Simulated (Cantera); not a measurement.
A closed system holds: 1 mol CuO, 0.31 mol CH4, 1.4 mol N2, equilibrated at 2630 Torr.

Equilibrium computed with Cantera from the NASA thermochemical tables; the gas is ideal and each condensed phase is pure. Candidate condensed phases: C, C6H6, C7H8, C8H18, Cu, CuO, Cu(OH)2, Cu2O, H2O; 139 gas species. The numbers say what is thermodynamically allowed, not how fast it happens.

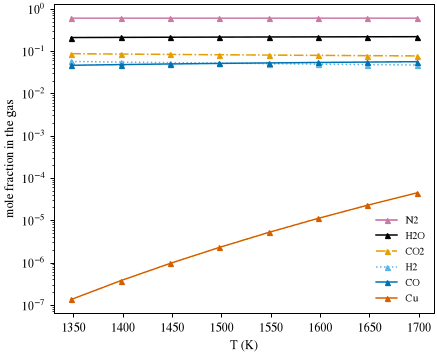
Figure. Equilibrium gas composition (values under 1e-9 drawn at 1e-9)

Read off the mole fractions at 1648 K.

N2 about 0.60, H2O about 0.22, CO2 about 0.078, CO about 0.055, H2 about 0.048, Cu about 2.3e-5.
